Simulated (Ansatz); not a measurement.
## Profile along the C–Ti line in TiC (rock salt)

TiC (rock salt)

```cif
data_C4Ti4
_chemical_formula_sum 'C4 Ti4'
_space_group_name_H-M_alt 'Fm-3m'
_space_group_IT_number 225
_space_group_name_Hall '-F 4 2 3'
_cell_length_a 4.32781
_cell_length_b 4.32781
_cell_length_c 4.32781
_cell_angle_alpha 90.000
_cell_angle_beta 90.000
_cell_angle_gamma 90.000
loop_
_atom_site_label
_atom_site_type_symbol
_atom_site_symmetry_multiplicity
_atom_site_Wyckoff_symbol
_atom_site_fract_x
_atom_site_fract_y
_atom_site_fract_z
_atom_site_occupancy
C1 C 4 a 0.00000 0.00000 0.00000 1
Ti1 Ti 4 b 0.50000 0.50000 0.50000 1
```
(The calculation used a cell of 2 atoms; values per cell refer to that cell.)

Fields along a shortest C–Ti line of a {110} plane (2.16 Å), from C to Ti, interpolated on the slice's grid (step about 0.2 Å). Computed with r2SCAN (plane waves to 500 eV, PAW, scalar-relativistic; Ansatz, a quantum-chemistry and plane-wave program). k mesh 18×18×18. Inside the PAW spheres the values are not all-electron values, and peaks at nuclei hang on which shells count as valence. TiC is run without spin polarisation. TiC was relaxed with its symmetry unable to fall.

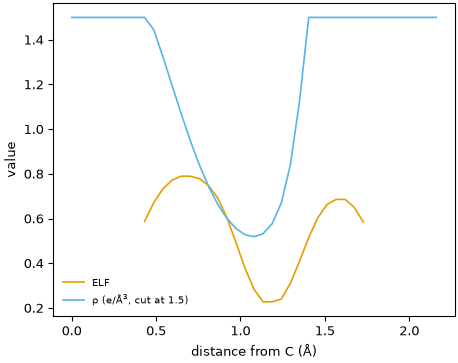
Fig. 1. ELF (away from the nuclei) and valence density from C to Ti.

Density on the C–Ti line (2.16 Å) at its midpoint: 0.52 e/Å³. ELF at that point: 0.28.
